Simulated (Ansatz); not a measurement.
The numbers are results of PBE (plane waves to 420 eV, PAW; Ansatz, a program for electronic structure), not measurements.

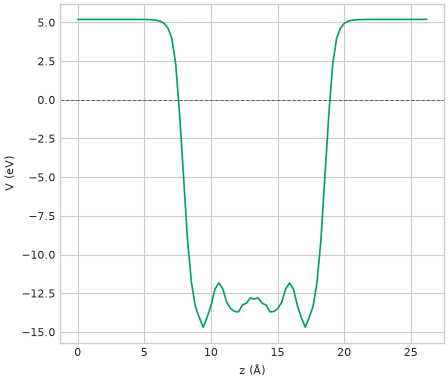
Fig. 1. Electrostatic potential energy of an electron, averaged over planes parallel to the surface, in eV from the Fermi level, for the (221) surface of fcc Ir in its 1x1 cell, outermost plane spacing 0.65 Å in the ideal cut

Slab: 17 atoms, 10.3 Å thick at the start (thin: gaps and levels are the slab's own); k 14x5x1, smearing 0.1 eV, dipole-corrected; all atoms relaxed; start symmetry kept, larger cells not searched; no spin, no spin-orbit, no U.

The vacuum level lies 5.19 eV above the Fermi level over the top face and 5.19 eV above it under the bottom face.
